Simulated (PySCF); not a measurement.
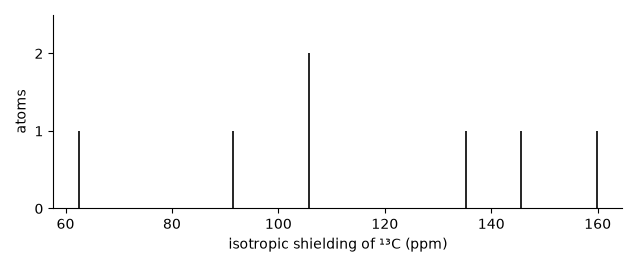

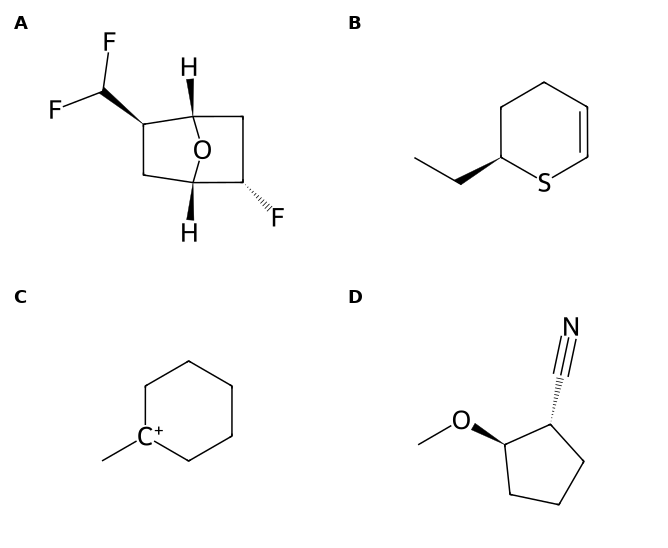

The sticks are computed shieldings of one of the molecules, for one fixed geometry (PBE0-D3(BJ)/def2-SVP) without averaging over rotations. Low shielding means a high chemical shift. Method: GIAO PBE0/pcSseg-1 NMR shielding, non-relativistic, IEF-PCM chloroform (PySCF 2.14.0).

Match the spectrum to a structure.

A, `FC(F)[C@@H]1C[C@@H]2O[C@H]1C[C@@H]2F`. Its 7 C atoms give lines at 62.5, 91.6, 105.7 (2 atoms), 135.3, 145.6, 159.8 ppm.
